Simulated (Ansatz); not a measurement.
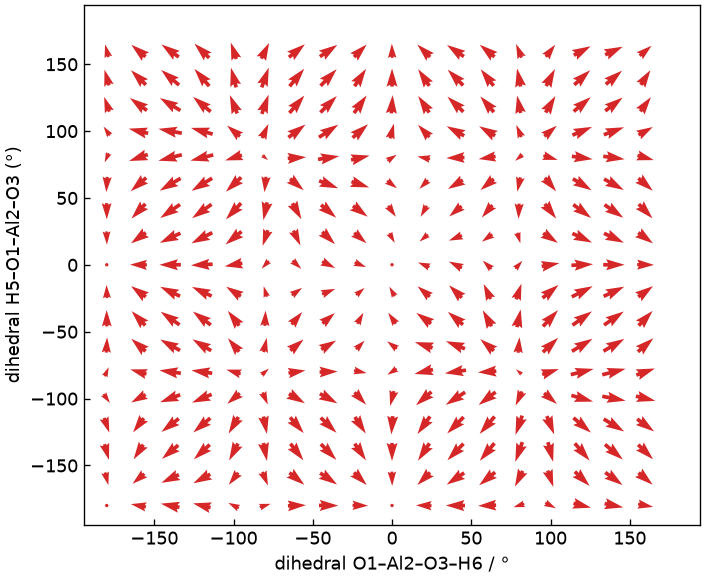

AlClH₂O₂, SMILES [OH][Al]([OH])[Cl]. 
- The first coordinate is: dihedral O1–Al2–O3–H6; the second: dihedral H5–O1–Al2–O3.
- Nothing is relaxed (all other coordinates rigid).
- The grid has 18 × 18 points; 91 points were computed and 233 follow by symmetry.
- Level of theory: RKS PBE0-D4/def2-SVP (Ansatz 0.2.0).

In the figure: arrows along the force (downhill), their lengths compressed.

> The arrows alone are given. Where are the wells?

The arrows converge at dihedral O1–Al2–O3–H6 = −180°, dihedral H5–O1–Al2–O3 = 0°; dihedral O1–Al2–O3–H6 = 0°, dihedral H5–O1–Al2–O3 = −180°; dihedral O1–Al2–O3–H6 = −180°, dihedral H5–O1–Al2–O3 = −180° (0.24 kJ/mol up); dihedral O1–Al2–O3–H6 = 0°, dihedral H5–O1–Al2–O3 = 0° (11.2 kJ/mol up) (read from the interpolated surface).

The energy map of the same scan:

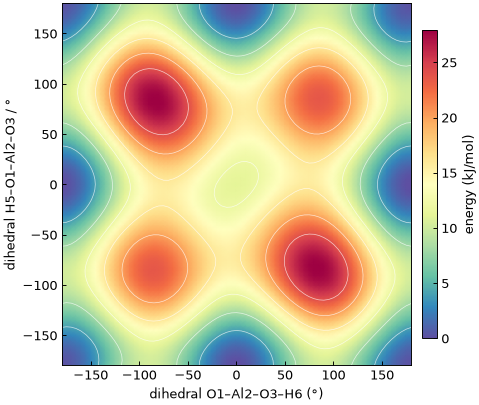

Energies are in kJ/mol, from the lowest grid point; between grid points the surface is interpolated.
